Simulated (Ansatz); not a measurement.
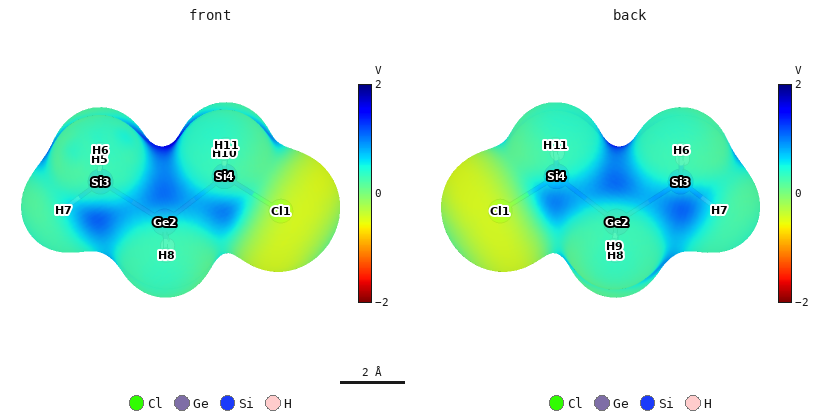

*ClGeH7Si2 (SMILES [SiH3][GeH2][SiH2]Cl). The electrostatic potential painted on the density surface at 0.002 e/bohr³, seen from the front and from behind; red is negative and blue positive.*

Geometry: PBE0-D3(BJ)/pcseg-1.

Computed with isolated molecule in a Gaussian basis; Kohn-Sham density functional theory, functional PBE0 (Ansatz).

The calculation's input:

```
crystal:
  periodic: [false, false, false]
  atoms:
    - {symbol: Cl, position_ang: [-2.947904, 1.038867, 1.511164]}
    - {symbol: Ge, position_ang: [-0.529931, 0.214171, -1.121537]}
    - {symbol: Si, position_ang: [0.979321, -1.496290, -1.815486]}
    - {symbol: Si, position_ang: [-1.636434, -0.447605, 0.877804]}
    - {symbol: H, position_ang: [1.985893, -1.737981, -0.740340]}
    - {symbol: H, position_ang: [0.221573, -2.758372, -2.061905]}
    - {symbol: H, position_ang: [1.684097, -1.093781, -3.067246]}
    - {symbol: H, position_ang: [0.230982, 1.524558, -0.856753]}
    - {symbol: H, position_ang: [-1.585677, 0.470570, -2.210561]}
    - {symbol: H, position_ang: [-0.659114, -0.679428, 1.978596]}
    - {symbol: H, position_ang: [-2.435880, -1.686680, 0.662803]}
basis:
  gaussian: {orbitals: def2-TZVPD}
hamiltonian: {xc: pbe0}
output: {forces: true, orbitals: {seedname: orbitals}}
```

Run with:

```sh
ansatz run input.yaml --threads 2 --pin off --max-ram 4350MiB --events-out events.jsonl --progress --plain --runs-dir runs
```

Describe the electrostatic potential map.

The most negative region (about −0.5 V, or −12 kcal/mol for a unit charge) lies over Cl1, the most positive (about +1.5 V, or +35 kcal/mol for a unit charge) over Si4.

How polar is the molecule by this calculation?

Its dipole moment is 1.63 D.
